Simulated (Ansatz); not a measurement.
# What Li2BeSi2 (built on the sites of a database entry of SrSi2Ag2) distorts into

Aim: this structure of Li2BeSi2 (built on the sites of a database entry of SrSi2Ag2) is to be tested for unstable modes, and one is followed downhill.

Main program and level: Ansatz 0.2.0; DFT PBEsol, scalar-relativistic, plane waves, PAW.

The structure was built from a prototype and need not be the compound's stable phase.

### Step 1. Set-up

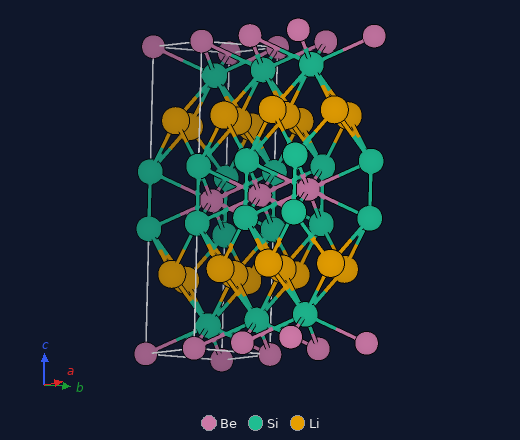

Start, viewed from a free direction; beryllium pink, silicon teal, lithium orange. 3×1×1 cells are drawn. This picture shows the conventional cell, with its axes. Some periodic images of atoms are drawn too.

### Step 2. Phonons on a q mesh

The cell comes from relaxations at this level that are not shown. Stability and thermal properties need the whole zone. Linear response on a 2×2×2 q mesh gives force constants as far as a supercell of that size would.

Input file input.yaml:

```yaml
crystal:
  lattice:
    - [-1.7192334977, 1.7192334977, 5.8929231129]
    - [1.7192334977, -1.7192334977, 5.8929231129]
    - [1.7192334977, 1.7192334977, -5.8929231129]
  atoms:
    - { symbol: Be, position: [0.0, 0.0, 0.0] }
    - { symbol: Si, position: [0.4069268842, 0.4069268842, 0.0] }
    - { symbol: Si, position: [0.5930731158, 0.5930731158, 0.0] }
    - { symbol: Li, position: [0.75, 0.25, 0.5] }
    - { symbol: Li, position: [0.25, 0.75, 0.5] }
kpoints:
  mp_grid: { grid: [16, 16, 16] }
hamiltonian:
  xc: pbesol
scf:
  occupations: { method: methfessel_paxton, width: 0.2 }
output:
  eigenvalues: true
phonons:
  method: dfpt
  qmesh: [2, 2, 2]
  temperatures: { t_max: 1000, t_step: 50 }
  qpath:
    path:
      - [[0.0, 0.0, 0.0], [0.0, 0.0, 0.5], [0.25, 0.25, 0.25], [0.0, 0.5, 0.0], [0.0, 0.0, 0.0], [0.5, 0.5, -0.5], [0.27127885, 0.72872115, -0.27127885]]
      - [[-0.27127885, 0.27127885, 0.27127885], [0.0, 0.0, 0.0]]
      - [[0.0, 0.0, 0.5], [-0.0425577, 0.0425577, 0.5]]
      - [[0.5, 0.5, -0.0425577], [0.5, 0.5, -0.5]]
    npoints: 10
```

Run with:

```console
ansatz run input.yaml --threads 8 --pin off --max-ram 14336MiB --backend cpu --events-out ev --progress --plain --runs-dir out
```

Numbers of over 12 decimals in the logs are rounded to 6 here.

The program printed:

```text
Warning: phonons: the dynamical matrix that this run interpolates holds no multipole term above the dipole-dipole one, and a site of this crystal is no centre of inversion, so its interpolated transverse optical and acoustic branches and sound speeds can stay off near Gamma, and the density of states and the thermodynamics with them. What a run solves at a wave vector of phonons.qpoints, Gamma apart, where the deck admits one, is free of this, and under fd what a larger phonons.supercell samples
Engine: ansatz 0.2.0, aarch64-unknown-linux-gnu
Pseudopotentials: kind: paw
Pseudopotential: Be, paw, valence charge 2, recommended cutoff 420 eV (normal), Be.paw.azcp
Pseudopotential: Si, paw, valence charge 4, recommended cutoff 420 eV (normal), Si.paw.azcp
Pseudopotential: Li, paw, valence charge 3, recommended cutoff 420 eV (normal), Li.paw.azcp
Functional definition: PBEsol
  exchange = pbesol_x
  correlation = pbesol_c
Crystal: 5 atoms, lattice volume = 69.672 Å³
Basis set: ecut = 420 eV, 1371 PW (Γ), exchange–correlation on 90×90×90 points (8 copies of the dense FFT grid, shifted against one another)
Bands: 13, of which v1, the nominal top of the filled ones, is band 8 counted from 1 (7 counted from 0)
Symmetry: 16 space group operations
k-points: 349 of 4096
Non-local potential: Be, projectors of the file, l = 0: 2, l = 1: 2, l = 2: 1
Non-local potential: Si, projectors of the file, l = 0: 2, l = 1: 2, l = 2: 2
Non-local potential: Li, projectors of the file, l = 0: 3, l = 1: 2, l = 2: 1
PAW form: soft (Blöchl's): semilocal exchange-correlation on the pseudo side does not see the compensation charge
PAW frozen core: Be, regenerated for the run's functional, and the local potential with it (the file was generated under x = pbe(κ = 0.804, μ = 0.219515), c = pbe(β = 0.066725))
PAW frozen core: Si, regenerated for the run's functional, and the local potential with it (the file was generated under x = pbe(κ = 0.804, μ = 0.219515), c = pbe(β = 0.066725))
PAW one-centre angular grid: Be, 110 points (default); XC on 64 Gauss nodes
PAW one-centre angular grid: Si, 110 points (default); XC on 64 Gauss nodes
PAW one-centre angular grid: Li, 110 points (default); XC on 64 Gauss nodes
Initial density: superposition of atomic densities (neutral atoms: chi_scale 0, normalization atom), corrected by the library's trained network
Initial wavefunctions: pseudopotential atomic-orbital guess
Functional: x = pbesol(κ = 0.804, μ = 0.123457), c = pbesol(β = 0.046)
SCF iter   1: F=—  HF=-1738.192167 eV  |F-HF|=—  |Δ(HF+E_count)|=         —  Δρ=2.52e-3  dr2=3.39e-3  ethr=1.77e-3  ⟨swp⟩=5.1  Hψ=28296  notcnv=0
preconditioner: auto → Kerker (q_TF=auto, 2.135 Å⁻¹)  [metal: Δε(μ)=0.004 eV  Ē_g=7.391 eV  σ=0.200 eV  W_gap=0.02  n_scr=12 (ndim 8)  ℏωp=15.4 eV  f_vac=0.000  D(μ)=0.90/eV (n_scr^D=2)]
SCF iter   2: F=—  HF=-1738.190785 eV  |F-HF|=—  |Δ(HF+E_count)|=   1.38e-3  S|Δr|=    0.00e0  Δρ=1.32e-3  dr2=9.71e-4  ethr=2.12e-5  ⟨swp⟩=2.4  Hψ=9796  notcnv=0
SCF iter   3: F=—  HF=-1738.190500 eV  |F-HF|=—  |Δ(HF+E_count)|=   2.85e-4  S|Δr|=    0.00e0  Δρ=3.46e-4  dr2=8.03e-5  ethr=6.07e-6  ⟨swp⟩=2.5  Hψ=6122  notcnv=0
SCF iter   4: F=—  HF=-1738.190493 eV  |F-HF|=—  |Δ(HF+E_count)|=   6.78e-6  S|Δr|=    0.00e0  Δρ=8.73e-5  dr2=6.37e-6  ethr=5.02e-7  ⟨swp⟩=1.4  Hψ=5092  notcnv=0
SCF iter   5: F=—  HF=-1738.190491 eV  |F-HF|=—  |Δ(HF+E_count)|=   2.42e-6  S|Δr|=    0.00e0  Δρ=1.34e-5  dr2=1.95e-7  ethr=3.98e-8  ⟨swp⟩=2.0  Hψ=6017  notcnv=0
SCF iter   6: F=—  HF=-1738.190483 eV  |F-HF|=—  |Δ(HF+E_count)|=   7.80e-6  S|Δr|=    0.00e0  Δρ=1.64e-6  dr2=2.64e-9  ethr=1.22e-9  ⟨swp⟩=2.1  Hψ=5349  notcnv=0
SCF iter   7: F=—  HF=-1738.190483 eV  |F-HF|=—  |Δ(HF+E_count)|=  2.21e-10  S|Δr|=    0.00e0  Δρ=3.26e-7  dr2=1.08e-10  ethr=1.65e-11  ⟨swp⟩=2.3  Hψ=6144  notcnv=0
SCF iter   8: F=-1738.190483 eV  HF=-1738.190483 eV  |F-HF|=2.27e-13  |Δ(HF+E_count)|=  1.48e-11  S|Δr|=    0.00e0  Δρ=4.35e-8  dr2=1.22e-12  ethr=1.00e-12  ⟨swp⟩=7.0  Hψ=19779  notcnv=0
SCF 1 converged in 8 iterations: F = -1738.190483 eV  dr2 = 1.22e-12
  greatest PAW one-centre occupation: 1.000 electrons in one spin orbital (limit 2), on the Li atom at site 4 (counted from 0), in its partial waves of l = 0
Initial density: read from a saved state, or passed on in memory by an earlier SCF of this step, an earlier step, the calling program or the single point that the run made first
iter 1 solved again at ethr=1.97e-6 eV; its pass at ethr=3.10e-3 eV (dr2=3.16e-4 eV) is discarded
SCF iter   1: F=—  HF=-1738.190490 eV  |F-HF|=—  |Δ(HF+E_count)|=         —  Δρ=2.37e-6  dr2=3.29e-9  ethr=1.97e-6  ⟨swp⟩=2.3  Hψ=38329  notcnv=0
eigensolver tolerance schedule: the retry pair's looser diagonalisation over-reported the residual by 95830.33 of it (diagonalisation noise at an unbounded share of the residual, at the tolerance the schedule requests for it); recorded, not acted on — ethr = c·dr2/N_el stays at c = 1.0e-1
preconditioner: auto → Kerker (q_TF=auto, 2.135 Å⁻¹)  [metal: Δε(μ)=0.008 eV  Ē_g=7.387 eV  σ=0.200 eV  W_gap=0.03  n_scr=12 (ndim 8)  ℏωp=15.4 eV  f_vac=0.000  D(μ)=0.90/eV (n_scr^D=2)]
SCF iter   2: F=—  HF=-1738.190483 eV  |F-HF|=—  |Δ(HF+E_count)|=   7.41e-6  S|Δr|=    0.00e0  Δρ=1.08e-6  dr2=6.79e-10  ethr=2.06e-11  ⟨swp⟩=3.2  Hψ=9805  notcnv=0
SCF iter   3: F=—  HF=-1738.190483 eV  |F-HF|=—  |Δ(HF+E_count)|=  1.90e-10  S|Δr|=    0.00e0  Δρ=7.41e-7  dr2=3.24e-10  ethr=4.25e-12  ⟨swp⟩=1.0  Hψ=4537  notcnv=0
SCF iter   4: F=—  HF=-1738.190483 eV  |F-HF|=—  |Δ(HF+E_count)|=  9.69e-11  S|Δr|=    0.00e0  Δρ=4.48e-7  dr2=1.18e-10  ethr=2.02e-12  ⟨swp⟩=1.0  Hψ=4537  notcnv=0
SCF iter   5: F=—  HF=-1738.190483 eV  |F-HF|=—  |Δ(HF+E_count)|=  2.75e-11  S|Δr|=    0.00e0  Δρ=3.04e-7  dr2=5.41e-11  ethr=1.00e-12  ⟨swp⟩=1.0  Hψ=4537  notcnv=0
SCF iter   6: F=—  HF=-1738.190483 eV  |F-HF|=—  |Δ(HF+E_count)|=  1.30e-11  S|Δr|=    0.00e0  Δρ=1.83e-7  dr2=1.96e-11  ethr=1.00e-12  ⟨swp⟩=1.0  Hψ=4537  notcnv=0
SCF iter   7: F=-1738.190483 eV  HF=-1738.190483 eV  |F-HF|=3.41e-12  |Δ(HF+E_count)|=  5.46e-12  S|Δr|=    0.00e0  Δρ=9.87e-8  dr2=5.33e-12  ethr=1.00e-12  ⟨swp⟩=2.0  Hψ=8418  notcnv=0
SCF 2 converged in 7 iterations: F = -1738.190483 eV  dr2 = 5.33e-12
phonons: the bands overlap, so this run is a metal and interpolates without the dipole-dipole term. If the crystal is really an insulator or semiconductor, its LO-TO splitting is missing
NSCF: frozen V_eff on 349 k-points
WARN: eigensolver did not converge in 13 slots of this pass, the one above among them; of largest residual over every band (k=3): 1 band(s) unlocked (lowest unlocked band 12, counted from 0; max residual 6.43e-4 eV among the unlocked bands, 6.43e-4 eV over every band); of lowest unlocked band (k=1): band 12
NSCF: frozen V_eff on 621 k-points
DFPT response loops at q = (0, 0, 0) (fractional): preconditioner auto → Kerker (q_TF=auto, 2.135 Å⁻¹) (partly filled bands, converged f_vac=0.000); β = 1.00, the filter's whole step (`scf.mixing.beta` (0.50) is not read by the response loops under this deck's `scf.mixing.preconditioner`; to damp them name `kerker` or `kerker_dos`, under which they read `scf.mixing.beta`, and type it under 1.00, their step now; both keys bind the ground state too); Broyden in place of MSR1
NSCF: frozen V_eff on 2196 k-points
DFPT response loops at q = (0, 0, -0.5) (fractional): mixed as the last ones told, above
NSCF: frozen V_eff on 2196 k-points
DFPT response loops at q = (0, -0.5, 0) (fractional): mixed as the last ones told, above
NSCF: frozen V_eff on 1242 k-points
DFPT response loops at q = (-0.5, -0.5, -0.5) (fractional): mixed as the last ones told, above
SCF converged after 8 iterations
Stability not checked: this state was not tested for a lower state beside it, because cold or Methfessel-Paxton smearing, or corrected tetrahedra, fill the levels in a way that the test cannot read (fill_not_monotonic; see scf.lower_state_search)
Free energy (F): -1738.190483 eV
Harris-Foulkes:  -1738.190483 eV  (|F-HF|=2.27e-13)
Internal energy: -1738.193221 eV  (E = F + TS)
E sigma→0 (E₀):  -1738.191167 eV
Entropy (-TS):   0.002738 eV (0.548 meV/atom)
Fermi energy:    5.971873 eV
Step filling:    the computed levels leave a gap of 0.0083 eV = 0.0 smearing widths at the electron count; against every level under it full and every level over it empty, smearing changes F+E_penalty+E_count by +0.388 meV and its σ→0 estimate by -0.296 meV
--- Per-component energies (eV) ---
  E_band       = -141.390380
  E_kinetic    = 142.275210
  E_local      = -265.080314  (includes V_loc(G=0)·N_el)
  E_nonlocal   = -9.507695
  E_hartree    = 80.546086
  E_xc         = -149.492662
  E_vxc        = -141.099838  (∫ρ·V_xc dr)
  E_paw        = -1093.726324  (= ΣΔE_a)
  E_vpaw       = -29.069944  (= ΣTr[D̂ρ^β])
  E_aug_tail   = 0.000032  (compensation charges beyond the density's cutoff)
  E_ewald      = -443.280206
  E_core_change = 0.072653  (= ΣΔE_core)
  E_smearing   = 0.002738  (= −TS)
  E_closure    = 0.000000  (closes the sum)
  Σ components = -1738.190483   (vs F -1738.190483, Δ=0.00e0)
--- Band table (eV; the first three rows and the last of 349) ---
  k-point 0: bands = [... 4 lower, 1.4856, 5.5474, 5.5474, 7.7377, 7.7377, 8.0475, 8.4013, 9.5999, ... 1 higher]
  k-point 1: bands = [... 4 lower, 1.5350, 5.1233, 5.1569, 6.9032, 7.5552, 8.5995, 9.1820, 10.1415, ... 1 higher]
  k-point 2: bands = [... 4 lower, 1.6787, 4.3482, 4.3504, 5.8850, 7.1040, 9.7193, 10.0271, 11.3250, ... 1 higher]
  k-point 348: bands = [... 4 lower, 3.0388, 5.2547, 5.2547, 6.5280, 7.7647, 9.5568, 9.5568, 9.8824, ... 1 higher]
--- Phonons (Γ-DFPT): 6 representative perturbations + reference (Σ response iterations 18) ---
  ASR residual: 1.324e-5 → 0.000e0 eV/Å²; symmetrization residual: 8.050e-7 eV/Å²
  ASR residual per site (eV/Å²): 1.21e-5 1.32e-5 1.32e-5 1.29e-5 1.29e-5
  Γ frequencies (cm⁻¹): 0.00 0.00 0.00 98.22 98.22 102.67 134.15 134.15 285.47 285.47 325.27 457.17 510.71 510.71 561.96
--- Phonons (arbitrary-q DFPT): 4 irreducible q on the 2×2×2 mesh ---
  q = [0.0000, 0.0000, 0.0000] (star 1, of the zone-centre solve; hermiticity 8.48e-8, symmetrization 2.24e-15): 0.00 0.00 0.00 98.22 98.22 102.67 134.15 134.15 285.47 285.47 325.27 457.17 510.71 510.71 561.96
  q = [0.0000, 0.0000, -0.5000] (star 2, 6 solved perturbations in 5157 linear systems a pass and spin channel, the states on 1098 of 4096 k-point pairs; hermiticity 7.66e-8, symmetrization 3.98e-14): -143.70 -129.39 -82.37 93.30 111.20 164.94 174.17 179.36 184.16 248.09 368.45 389.15 496.43 549.16 599.02
  q = [0.0000, -0.5000, 0.0000] (star 4, 9 solved perturbations on 1098 of 4096 k-point pairs; hermiticity 7.21e-8, symmetrization 4.60e-14): -106.32 -96.86 -65.53 -56.03 77.66 121.34 140.63 196.68 351.06 393.60 400.53 406.23 408.03 419.30 563.38
  q = [-0.5000, -0.5000, -0.5000] (star 1, 6 solved perturbations in 2910 linear systems a pass and spin channel, the states on 621 of 4096 k-point pairs; hermiticity 3.32e-8, symmetrization 5.71e-14): -64.76 -64.76 87.42 87.42 118.12 159.09 159.09 256.06 279.03 279.03 333.60 351.08 513.70 513.70 594.97
  sum rule: each row above includes the acoustic sum rule's correction from the zone centre's row sums; it moved no ω² by more than (0.71 cm⁻¹)²
  mesh force constants: q→R imaginary residual 3.11e-18; ASR residual 1.324e-5 → 0.000e0 eV/Å²; symmetrization residual 1.421e-14 eV/Å²
  interpolated dispersion: 94 rows × 15 modes
  density of states and harmonic sums: on the 20×20×26 q-mesh, interpolated from the force constants of a 2×2×2 supercell (no non-analytic term)
  largest difference from the sums on the solved wave vectors: F 1.85e-1 eV, S 2.39e-4 and C_V 5.78e-5 eV/K
  zero-point energy: 0.219086 eV/cell   skipped modes (ω ≤ 0): 7240, of them read as no rigid motion or as one in doubt: 7237 (2.745e0 modes/cell left out, lowest -143.70 cm⁻¹)   left out of the sums: 1.83e-1 of the cell's modes: C_V's classical limit lies that fraction below 3 k_B per atom; for a crystal, a wire or a layer, F and S can be off by more, and a phonons.interpolated_qmesh denser along its periods is the remedy for the sampling
```

It took 5.1 min on 8 threads of Arm Neoverse V2, shared host; peak memory 2.6 GiB.

This step gave:

```
volume per atom                                         : 13.93 Å³
gap on the k-mesh                                       : 0 eV
sum-rule residual before enforcement                    : 1.32e-5 eV/Å²
lowest frequency on the path                            : -143.7 cm⁻¹
point group                                             : 4/mmm
highest frequency on the path or at a solved wavevector : 599.0 cm⁻¹
highest optical mode at the zone centre (no LO-TO term) : 562.0 cm⁻¹
lowest optical zone-centre mode                         : 98.22 cm⁻¹
lowest mode on the q mesh (acoustic modes at Γ apart)   : -143.7 cm⁻¹
```

Frequencies (cm⁻¹) solved at each irreducible wavevector; negative means imaginary. Frequencies by wavevector, by row:

| q in reciprocal lattice units | star | mode 1 | mode 2 | mode 3 | mode 4 | mode 13 | mode 14 | mode 15 |
| --- | --- | --- | --- | --- | --- | --- | --- | --- |
| 0 0 0 | 1 | 0 | 0 | 0 | 98.2 | 510.7 | 510.7 | 562 |
| 0 0 -0.5 | 2 | -143.7 | -129.4 | -82.4 | 93.3 | 496.4 | 549.2 | 599 |
| 0 -0.5 0 | 4 | -106.3 | -96.9 | -65.5 | -56 | 408 | 419.3 | 563.4 |
| -0.5 -0.5 -0.5 | 1 | -64.8 | -64.8 | 87.4 | 87.4 | 513.7 | 513.7 | 595 |

Interpolated from a 2×2×2 q mesh, rough between the solved points. The phonon branches at the labelled points (cm⁻¹):

| point | branch 1 | branch 2 | branch 3 | branch 4 | branch 12 | branch 13 | branch 14 | branch 15 |
| --- | --- | --- | --- | --- | --- | --- | --- | --- |
| Γ | 0 | 0 | 0 | 98 | 457 | 511 | 511 | 562 |
| X | -144 | -129 | -82 | 93 | 389 | 496 | 549 | 599 |
| P | -139 | -139 | 37 | 37 | 380 | 496 | 551 | 598 |
| N | -106 | -97 | -66 | -56 | 406 | 408 | 419 | 563 |
| Γ | 0 | 0 | 0 | 98 | 457 | 511 | 511 | 562 |
| M | -65 | -65 | 87 | 87 | 351 | 514 | 514 | 595 |
| S | -108 | -93 | -68 | 34 | 404 | 414 | 425 | 566 |
| jump to S0 | -108 | -93 | -68 | 34 | 404 | 414 | 425 | 566 |
| Γ | 0 | 0 | 0 | 98 | 457 | 511 | 511 | 562 |
| jump to X | -144 | -129 | -82 | 93 | 389 | 496 | 549 | 599 |
| R | -142 | -128 | -80 | 89 | 388 | 497 | 545 | 598 |
| jump to G′ | -142 | -128 | -80 | 89 | 388 | 497 | 545 | 598 |
| M | -65 | -65 | 87 | 87 | 351 | 514 | 514 | 595 |

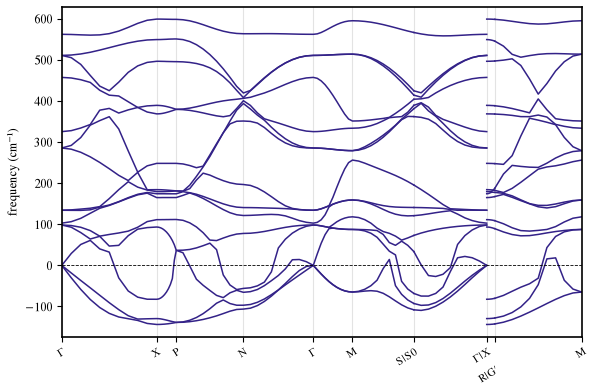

Phonon branches along the path.

Symmetry leaves 4 wavevectors to solve. The lowest mode among them, the acoustic zeros apart, lies at q = (0, 0, -0.5) and is imaginary, 143.7i cm⁻¹, so the energy falls along it.

### Step 3. The mode frozen in, largest atomic shift 0 Å

The mode followed lies at q = (0, 0, -0.5) with frequency 143.7i cm⁻¹, the softest among the wavevectors solved. At small amplitude the distorted cell has space group no. 64 by a symmetry search on the positions. The undistorted cell that holds it gives the zero of energy on the same k mesh.

System of this step: Li2BeSi2 (built on the sites of a database entry of SrSi2Ag2). Symmetry: I4/mmm, No. 139, tetragonal system. Conventional cell: a = 3.438 Å, b = 3.438 Å, c = 11.786 Å, α = 90.00°, β = 90.00°, γ = 90.00°. Be has 8 Si at 2.67 Å nearest. Si has 1 Si at 2.19 Å and 4 Li at 2.53 Å and 4 Be at 2.67 Å nearest. Li has 4 Li at 2.43 Å and 4 Si at 2.53 Å nearest. Farther neighbours are not listed.

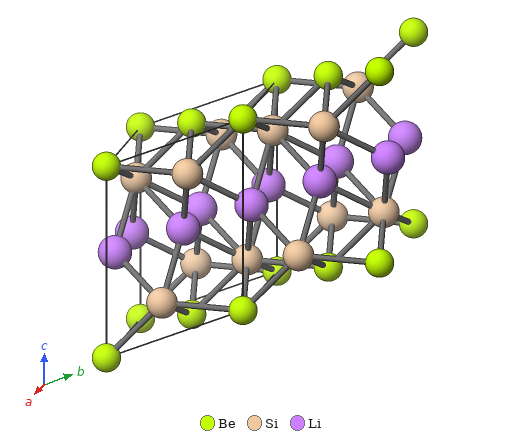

The cell of this step (beryllium green, silicon light orange, lithium purple). 1×2×1 cells are drawn. Some periodic images of atoms are drawn too.

Input file input.yaml:

```yaml
crystal:
  lattice:
    - [3.4384669955, 3.4384669955, 0.0]
    - [-3.4384669955, 3.4384669955, 0.0]
    - [-1.7192334977, 1.7192334977, 5.8929231129]
  atoms:
    - { symbol: Be, position: [0.5, 0.5, 0.0] }
    - { symbol: Be, position: [0.0, 0.0, 0.0] }
    - { symbol: Si, position: [0.0, 0.5930731158, 0.8138537683] }
    - { symbol: Si, position: [0.5, 0.0930731158, 0.8138537683] }
    - { symbol: Si, position: [0.0, 0.4069268842, 0.1861462317] }
    - { symbol: Si, position: [0.5, 0.9069268842, 0.1861462317] }
    - { symbol: Li, position: [0.25, 0.0, 0.5] }
    - { symbol: Li, position: [0.75, 0.5, 0.5] }
    - { symbol: Li, position: [0.25, 0.5, 0.5] }
    - { symbol: Li, position: [0.75, 1.0, 0.5] }
kpoints:
  mp_grid: { grid: [8, 8, 8] }
hamiltonian:
  xc: pbesol
scf:
  occupations: { method: methfessel_paxton, width: 0.2 }
output:
  forces: true
  stress: true
  eigenvalues: true
```

The program printed:

```text
[...]
Crystal: 10 atoms, lattice volume = 139.345 Å³
Basis set: ecut = 420 eV, 2739 PW (Γ), exchange–correlation on 72×72×90 points (8 copies of the dense FFT grid, shifted against one another)
Bands: 26, of which v1, the nominal top of the filled ones, is band 16 counted from 1 (15 counted from 0)
Symmetry: 16 space group operations
[...]
k-points: 105 of 512
[...]
k-point 0: bands = [... 12 lower, 4.7810, 4.9375, 5.0146, 5.5467, 5.5467, 6.1873, 7.7364, 7.7365, ... 6 higher]
  k-point 1: bands = [... 12 lower, 4.5643, 4.9483, 5.0027, 5.4937, 5.4938, 6.5288, 7.9041, 7.9041, ... 6 higher]
  k-point 2: bands = [... 12 lower, 4.3719, 4.9749, 4.9749, 5.3830, 5.3830, 6.9193, 7.6119, 7.8870, ... 6 higher]
  k-point 104: bands = [... 12 lower, 3.0233, 3.0233, 7.4049, 7.4049, 7.7240, 7.7240, 8.4092, 8.4092, ... 6 higher]
[key lines of the parts left out:]
SCF converged after 6 iterations
Free energy (F): -3476.367040 eV
Fermi energy:    5.955246 eV
P = ⅓ Tr σ = -0.0102 GPa (-0.102 kbar)
```

The job ended after 2.4 s (8 threads; peak memory 0.73 GiB).

This step gave:

| Item | Value |
| --- | --- |
| pressure | -0.01015 GPa |
| energy from the undistorted cell | 0 meV/atom |

The run ends at a pressure of -0.01 GPa, with forces up to 0.0013 eV/Å.

(Continued in part 2 of 2.)

[Logs are printed without paths, hosts, clocks, repeated set-up lines and the standing remarks that a program may print on its own settings, such as how far it seeks lower states.]

[Hosts, paths, dates, database ids (printed as entryN), source tags and the programs' standing remarks are cut or masked in the printed files.]
